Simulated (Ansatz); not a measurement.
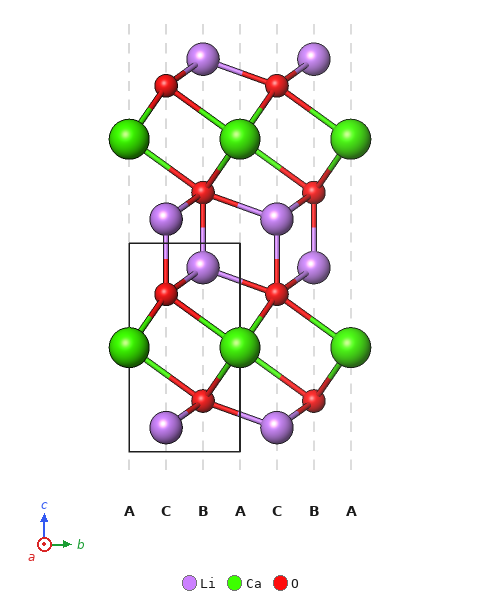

Projection along an edge of the hexagonal mesh, stacking direction c upwards. The dashed lines mark the three columns A (0, 0), B (1/3, 2/3) and C (2/3, 1/3). The sequence starts with the first layer at or above the cell's origin.

The compound is Li₂CaO₂ (space group P-3m1, No. 164), taken as coordinates from a relaxation with DFT PBE, scalar-relativistic, plane waves, PAW in Ansatz 0.2.0; the starting structure was generated, so it need not be a known form of this composition.

Read off the stacking sequence over one period.

Answer. Li(C) – O(B) – Ca(A) – O(C) – Li(B) (five layers in 5.47 Å).

How are the O layers alone stacked?

Answer. O layers alone: BC, the hexagonal close-packed type.

Which positions between or in the O layers do the other atoms fill?

Answer. Ca: one octahedral site; Li: two tetrahedral sites (per hexagonal cell).
